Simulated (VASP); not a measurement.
Band structure of SrTiO₃ (cubic perovskite). Calculation: PBE GGA with D3 dispersion (Becke-Johnson damping), VASP's PBE PAW potentials (set 64) (plane waves; VASP 6.6.1).

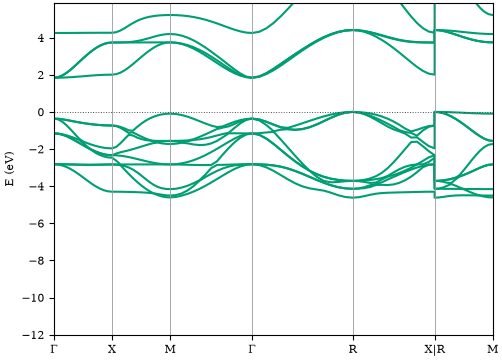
Figure. Bands along high-symmetry lines, zero at the valence-band maximum or, without a gap, the Fermi level

Read the plot: is there a gap, and where are the band edges?

The gap is indirect, 1.84 eV, from the valence maximum at R to the conduction minimum at Γ. (Edges off the drawn lines would not show.)

Measured: gap 3.59 eV (computed value off by -1.75 eV), as given by Anna Miglio et al., npj Computational Materials (2020), arXiv:2011.12765 [zero-point renormalisation of 336 meV (experimental, the table's column) added back].

The compound is SrTiO3 in the cubic perovskite structure, the ideal cubic form; the compound distorts at low or room temperature. It was relaxed first.
